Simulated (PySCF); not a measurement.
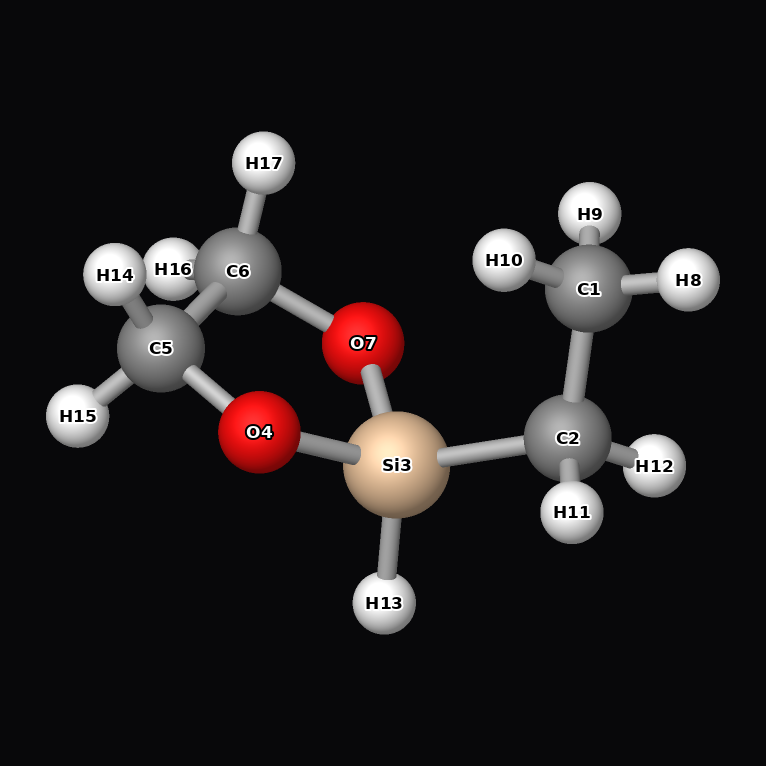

The thickness of each stick grows with its Mayer bond order. The geometry was computed by an optimisation with GFN2-xTB. No frequency run is at hand to confirm it as a minimum. Level of theory: PBE0/pcSseg-1 (PySCF 2.14.0).

List the Mayer bond orders of C1–C2, C2–Si3, Si3–O4, Si3–O7, O4–C5, C5–C6, C6–O7 (bonds between heavy atoms, one of each equivalent set).

| bond | Mayer order | length (Å) |
| --- | --- | --- |
| C1–C2 | 1.05 | 1.527 |
| C2–Si3 | 0.90 | 1.893 |
| Si3–O4 | 0.97 | 1.643 |
| Si3–O7 | 0.97 | 1.644 |
| O4–C5 | 0.90 | 1.397 |
| C5–C6 | 1.03 | 1.544 |
| C6–O7 | 0.90 | 1.398 |

The geometry is semi-empirical. Around Si such bond lengths and angles can be off by a tenth of an ångström or more and by several degrees, and values that hang on the shape move with them.
